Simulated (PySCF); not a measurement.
## Electronic structure of C₂H₈FN₃Si in real space

```json
{"atom": "N", "x (Å)": "2.4104", "y (Å)": "-0.1387", "z (Å)": "1.3701"}
{"atom": "C", "x (Å)": "1.9354", "y (Å)": "-1.1690", "z (Å)": "0.8421"}
{"atom": "C", "x (Å)": "0.5846", "y (Å)": "-1.3279", "z (Å)": "0.1891"}
{"atom": "N", "x (Å)": "-0.2493", "y (Å)": "-0.1699", "z (Å)": "0.3965"}
{"atom": "Si", "x (Å)": "-1.3291", "y (Å)": "0.4752", "z (Å)": "-0.7633"}
{"atom": "N", "x (Å)": "-1.6884", "y (Å)": "2.0573", "z (Å)": "-0.2193"}
{"atom": "F", "x (Å)": "-0.4988", "y (Å)": "0.3774", "z (Å)": "-2.1502"}
{"atom": "H", "x (Å)": "1.7883", "y (Å)": "0.6704", "z (Å)": "1.3200"}
{"atom": "H", "x (Å)": "2.5544", "y (Å)": "-2.0620", "z (Å)": "0.8476"}
{"atom": "H", "x (Å)": "0.7420", "y (Å)": "-1.4566", "z (Å)": "-0.8851"}
{"atom": "H", "x (Å)": "0.1179", "y (Å)": "-2.2509", "z (Å)": "0.5660"}
{"atom": "H", "x (Å)": "-0.4677", "y (Å)": "-0.0296", "z (Å)": "1.3710"}
{"atom": "H", "x (Å)": "-2.5724", "y (Å)": "-0.2177", "z (Å)": "-1.0566"}
{"atom": "H", "x (Å)": "-2.3885", "y (Å)": "2.5886", "z (Å)": "-0.7063"}
{"atom": "H", "x (Å)": "-0.9432", "y (Å)": "2.6613", "z (Å)": "0.0868"}
```

Geometry: GFN2-xTB.

These are results of PBE0/pcSseg-1, SCF density, gas phase, non-relativistic in PySCF 2.14.0, not measurements.

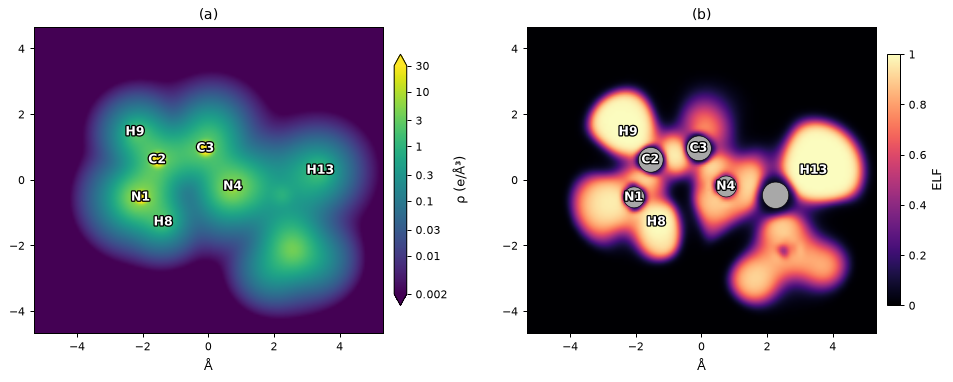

Figure 1. (a) electron density; (b) ELF on the plane of atoms N1, C2 and C3. Grey discs cover the atomic cores in the ELF map.

Question: Read the bonding off the picture.

Answer:
- The section cuts through N, C and H sites.
- C–N (1.25 Å): the density is about 2.9 e/Å³ at the midpoint; the ELF peaks at about 0.90 between the atoms: a short, multiple covalent bond.
- C–C (1.51 Å): ρ is about 1.7 e/Å³ halfway; the ELF peaks at about 0.95 between the atoms: a shared electron pair.
- N–H (1.02 Å): ρ at the midpoint is about 2.8 e/Å³; the ELF climbs to about 1 towards the hydrogen, as it does in any bond to H (an ordinary covalent bond to hydrogen).
- C–N (1.44 Å): the density is about 1.9 e/Å³ at the midpoint; the ELF peaks at about 0.90 between the atoms: a shared electron pair.
- C–H (1.09 Å): ρ at the midpoint is about 2 e/Å³; the ELF climbs to about 1 towards the hydrogen; an ordinary covalent bond to hydrogen.
- The ELF also peaks beside N1 and N4, away from the bonds: lone-pair regions.

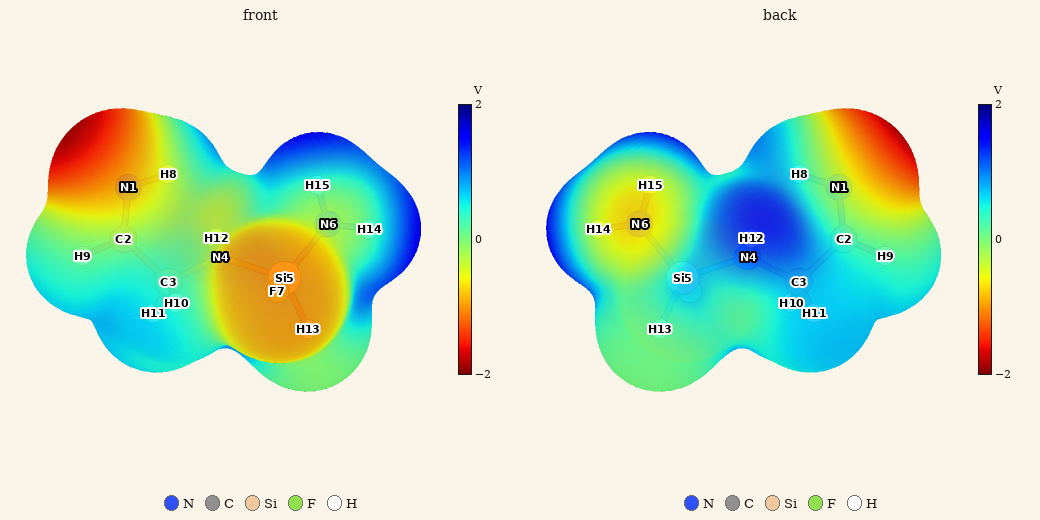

Figure 2. The molecular electrostatic potential painted on the density surface at 0.001 e/bohr³, seen from the front and from behind; the colour scale runs from red (negative) to blue (positive).

Question: Describe the electrostatic potential map.

Answer: The most negative region (about −1.8 V) lies over N1, the most positive (about +1.5 V) over H12, H14 and H15. N1 is the likeliest acceptor of a hydrogen bond.

Question: How polar is the molecule by this calculation?

Answer: Its dipole moment is 2.65 D.
